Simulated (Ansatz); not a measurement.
The calculation's input:

```
basis:
  gaussian: {orbitals: def2-TZVPD}
crystal:
  periodic: [false, false, false]
  atoms:
    - {symbol: C, position_ang: [-0.620003, -1.204186, 2.281700]}
    - {symbol: F, position_ang: [0.454226, -0.357921, -1.097375]}
    - {symbol: S, position_ang: [0.155603, -2.504854, 1.198455]}
    - {symbol: Si, position_ang: [-0.376559, -1.728321, -0.726186]}
    - {symbol: H, position_ang: [-0.134596, -0.223723, 2.124607]}
    - {symbol: H, position_ang: [-1.706739, -1.126657, 2.089532]}
    - {symbol: H, position_ang: [-0.456758, -1.528261, 3.325456]}
    - {symbol: H, position_ang: [-0.019681, -2.789770, -1.713721]}
    - {symbol: H, position_ang: [-1.824497, -1.351766, -0.761672]}
hamiltonian: {xc: {name: PBE0}}
output: {forces: true, orbitals: {seedname: orbitals}}
```

Command:

```sh
ansatz run input.yaml --threads 1 --pin off --max-ram 2610MiB --events-out events.jsonl --progress --plain --runs-dir runs
```

Geometry: BLYP-D3(BJ)/def2-SVP.

Theory: Ansatz 0.2.0, isolated molecule in a Gaussian basis; Kohn-Sham density functional theory, functional PBE0.

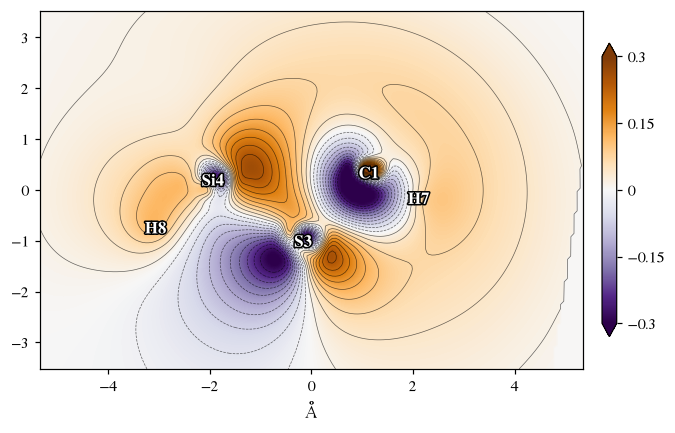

CH5FSSi (SMILES CS[SiH2]F). The LUMO on the plane of atoms C1, S3 and Si4 (values in Å⁻³ᐟ²; the overall sign is arbitrary).

Where does this orbital lie, and at what energy?

Its weight (Hirshfeld) is mainly on Si4 (about 25 %), S3 (about 25 %), C1 (about 15 %), H7 (about 10 %) and H5 (about 10 %). Its energy is −0.37 eV.
